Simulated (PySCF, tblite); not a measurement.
# C2H6B2Cl2O2: geometry, infrared bands and NMR shifts

Aim: predict the infrared bands and NMR shifts of C2H6B2Cl2O2 (`COB(OC)B(Cl)Cl`).

Programs: tblite 0.8.0 and PySCF 2.14.0, with density-fitted response routines of our own. Each step states its level of theory. These are calculated values for one molecule in the gas phase, unless marked as measured. Atoms count from 0, in the outputs and in this text.

**1. The starting structure**

14 atoms, charge 0, multiplicity 1; geometry from: force field or distance geometry start.

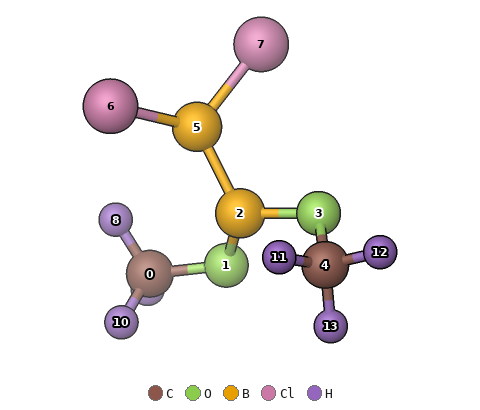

As it starts; carbon brown, oxygen green, boron amber, chlorine pink, hydrogen purple, atoms numbered; sticks join atoms by distance.

**2. Relaxing the molecule with GFN2-xTB**

Job settings and geometry (Å):

```
{"job": {"kind": "relax", "xc": "GFN2-xTB", "basis": "xTB"}, "charge": 0, "multiplicity": 1}
C     -1.862700    -1.184900    -0.041300
O     -0.673800    -0.974900    -0.695300
B      0.064200     0.199300    -0.235700
O      1.443800     0.330600    -0.714700
C      2.352700    -0.231500     0.184400
B     -0.786400     1.639100    -0.115300
Cl    -1.363800     2.283700     1.500700
Cl    -0.438700     2.878000    -1.452200
H     -2.416200    -0.250900     0.197800
H     -2.531700    -1.741200    -0.751300
H     -1.769900    -1.841000     0.841500
H      2.205200     0.122300     1.228300
H      3.375900     0.114900    -0.092300
H      2.400800    -1.344000     0.123000
```

On the command line:

```
OMP_NUM_THREADS=1 python probes_run.py task.json out
```

This one command runs all jobs of the session in turn.

**Question.** This job is followed by: GFN2-xTB harmonic vibrations, gas phase; GIAO PBE0/pcSseg-1 NMR shielding, non-relativistic, gas phase. What will the session give for the following? strongest single infrared mode (GFN2-xTB); zero-point energy (GFN2-xTB); ¹³C shifts against TMS (PBE0/pcSseg-1, means over atoms taken as alike); ¹H shifts against TMS (PBE0/pcSseg-1, means over atoms taken as alike); ¹⁷O shifts against H2O (PBE0/pcSseg-1, means over atoms taken as alike); ¹¹B shifts against BF3·OEt2 (PBE0/pcSseg-1); ³⁵Cl shifts against HCl (PBE0/pcSseg-1, means over atoms taken as alike).

**Answer**, as computed:

| quantity | value |
| --- | --- |
| strongest single infrared mode (GFN2-xTB) | 1244 cm⁻¹, 469 km/mol |
| zero-point energy (GFN2-xTB) | 57.6 kcal/mol |
| ¹³C shifts against TMS (PBE0/pcSseg-1, means over atoms taken as alike) | 54.9 ppm |
| ¹H shifts against TMS (PBE0/pcSseg-1, means over atoms taken as alike) | 3.96 ppm |
| ¹⁷O shifts against H2O (PBE0/pcSseg-1, means over atoms taken as alike) | 119.1 ppm |
| ¹¹B shifts against BF3·OEt2 (PBE0/pcSseg-1) | 67.8, 24.6 ppm |
| ³⁵Cl shifts against HCl (PBE0/pcSseg-1, means over atoms taken as alike) | 352 ppm |

The optimisation took 72 steps and gained 1.764 eV; among the close pairs (by a distance rule), B5–Cl7 changed most, from 1.856 to 1.719 Å. No mode is imaginary among the 36: a minimum at this level. The strongest single mode, at 1244 cm⁻¹, is carried by B2, O3, O1. GFN2-xTB is a fitted tight-binding method: band positions and strengths are rough. Its intensities can rank the bands wrongly. At PBE0/pcSseg-1: The widest tensor belongs to Cl6, Cl7: span 674 ppm, with a paramagnetic part of -551 ppm.
